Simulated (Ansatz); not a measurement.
ClH5Si2

Input file:

```
crystal:
  periodic: [false, false, false]
  atoms:
    - { symbol: Si, position_ang: [0.0, 0.0, 0.0] }
    - { symbol: Si, position_ang: [0.0, 0.0, 2.22] }
    - { symbol: H, position_ang: [-1.3148, -0.4067, 2.7074] }
    - { symbol: H, position_ang: [1.0096, -0.9353, 2.7074] }
    - { symbol: H, position_ang: [0.3052, 1.342, 2.7074] }
    - { symbol: H, position_ang: [1.3768, 0.0, -0.4862] }
    - { symbol: Cl, position_ang: [-1.0032, 1.7381, -0.7093] }
    - { symbol: H, position_ang: [-0.6877, -1.1914, -0.4862] }
basis:
  gaussian: { orbitals: cc-pVDZ }
hamiltonian:
  xc: b3lyp
  dispersion: d4
relax:
  f_tol: 0.02
  max_steps: 40
output:
  orbitals: {}
```

Run with:

```sh
ansatz run input.yaml --threads 1 --pin off --max-ram 2048MiB --backend cpu --events-out ev --progress --plain --runs-dir out
```

The fields are those of the run's last geometry, not of the input's.

Level of theory: Ansatz, RKS B3LYP-D4/cc-pVDZ.

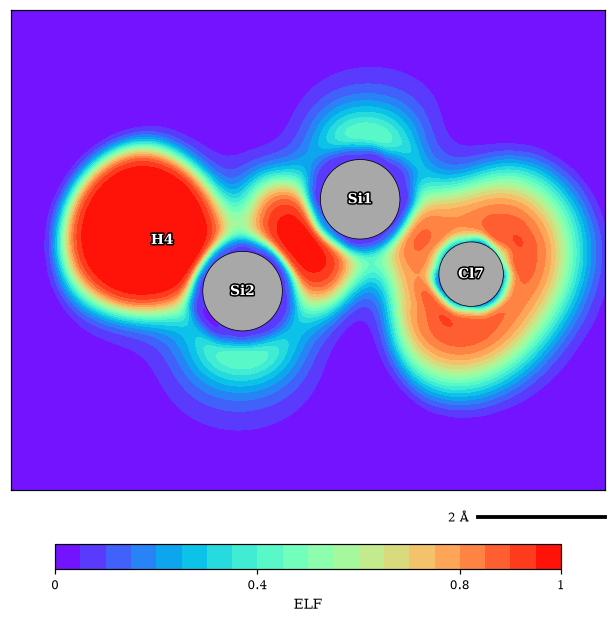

Figure 1. ELF on the plane of atoms Si2, Si1 and Cl7. Grey discs cover the atomic cores.

What does the map show?

Answer. Atoms in the plane: Si, H and Cl. Si–Cl (2.11 Å): the ELF peaks at about 0.85 between the atoms (a polar covalent bond). Si–Si (2.35 Å): the ELF peaks at about 1 between the atoms; a covalent bond. Si–H (1.50 Å): the ELF climbs to about 1 towards the hydrogen, as it does in any bond to H. The ELF also peaks beside Cl7, away from the bonds: lone-pair regions.

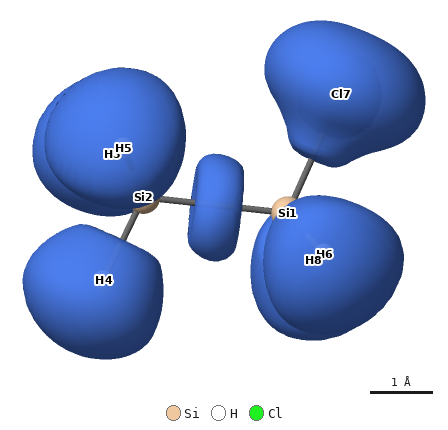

Figure 2. Isosurface of the electron localisation function at 0.75 (blue), seen across its widest extent. Only the valence region is drawn (cores and ρ < 0.01 e/Å³ removed).

What do the ELF domains correspond to?

Answer. The ELF exceeds this value in one region between bonded Si–Si atoms (shared pairs), five regions around hydrogen nuclei and one region on Cl in which the atom's valence shell and bonds are merged.

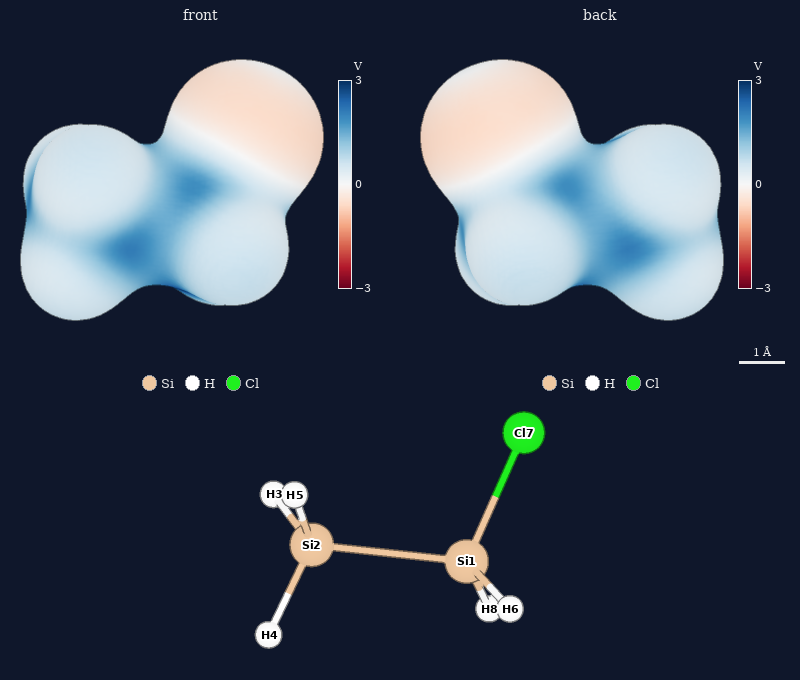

Figure 3. The electrostatic potential painted on the density surface at 0.004 e/bohr³, seen from the front and from behind; the colour scale runs from red (negative) to blue (positive). The bare structure is drawn below in the same view.

Describe the electrostatic potential map.

Answer. The most negative region (about −0.6 V, or −14 kcal/mol for a unit charge) lies over Cl7, the most positive (about +2.5 V, or +58 kcal/mol for a unit charge) over Si1.
